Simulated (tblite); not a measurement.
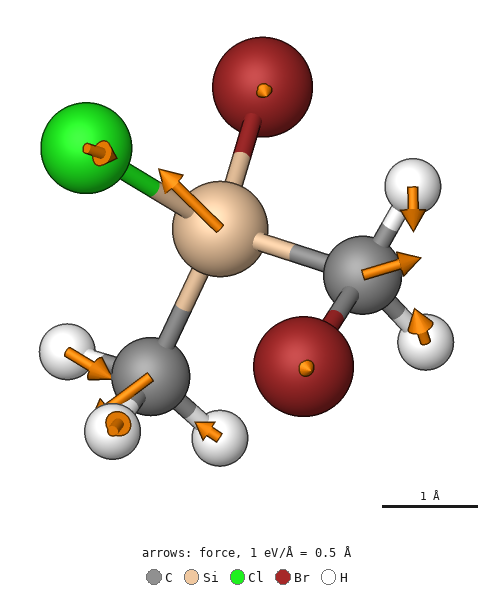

Starting geometry of C₂H₅Br₂ClSi with the computed forces as orange arrows. The picture is a ball-and-stick view, seen from a free direction.

All numbers below come from GFN2-xTB geometry optimisation, gas phase (tblite). 

Q: What follows when this structure is relaxed?

A: It isn't relaxed: the largest force vector, on the Si atom, is 1.85 eV/Å. The final displacements have little in common with the starting forces (cosine between the two patterns 0.25). After 70 geometry steps the energy has fallen by 0.333 eV. The largest move after the best rigid fit is that of an H atom, 0.38 Å. Largest moves by element: H 0.38 Å, Br 0.37 Å, Cl 0.26 Å, C 0.13 Å, Si 0.09 Å. Near-neighbour distances that change, for instance: Cl–Si 2.106 → 2.014 Å, C–Si 1.861 → 1.912 Å, C–Si 1.849 → 1.892 Å, C–H 1.125 → 1.087 Å. Among the angles between lasting bonds that change: Br–Si–C 113.4° → 103.4°, C–Si–Cl 107.9° → 113.2°, H–C–H 112.5° → 107.6°. Groups turn about C–Si by about 20°. The run took 0.96 s on 1 thread of Arm Neoverse N1, with other jobs on the host.
